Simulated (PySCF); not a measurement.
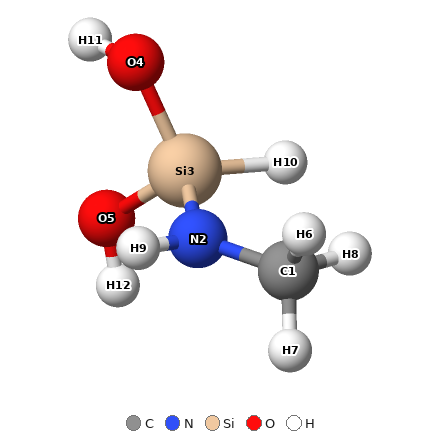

CH₇NO₂Si, SMILES CN[SiH](O)O. Vertical core-electron binding energies by ΔSCF (SCAN, pcX-2 on the ionised atom, pcseg-1 elsewhere, none; PySCF, at a PBE0-D3(BJ)/def2-SVP geometry (no frequency check)), gas phase, against the vacuum level. One atom of each kind was ionised; within a panel, areas follow the number of like atoms and 2j + 1 (2p levels are split by first-order spin-orbit coupling, an approximation), each panel is scaled alone, Gaussians of 0.8 eV full width. Only the regions named are shown. Lines closer than the width merge in the curve.

Question: Predict the Si 2p and Si 1s photoelectron lines.

Answer:
| level | atoms | binding energy (eV) |
| --- | --- | --- |
| Si 2p1/2 | Si3 | 108.3 |
| Si 2p3/2 | Si3 | 107.7 |
| Si 1s | Si3 | 1843.4 |

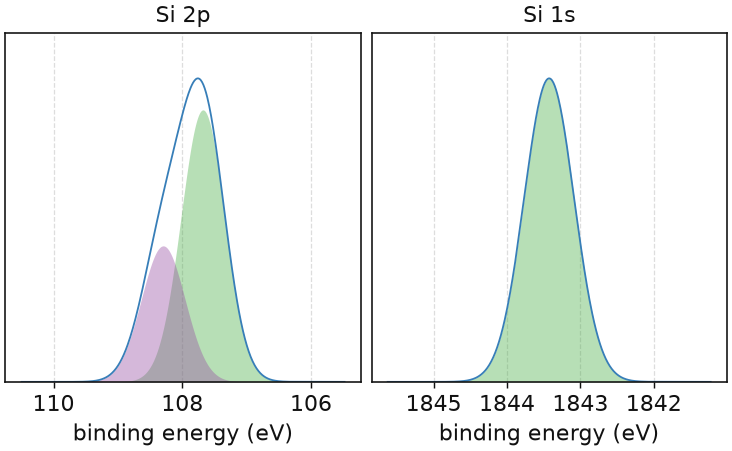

Caveats: one conformer of a flexible molecule.
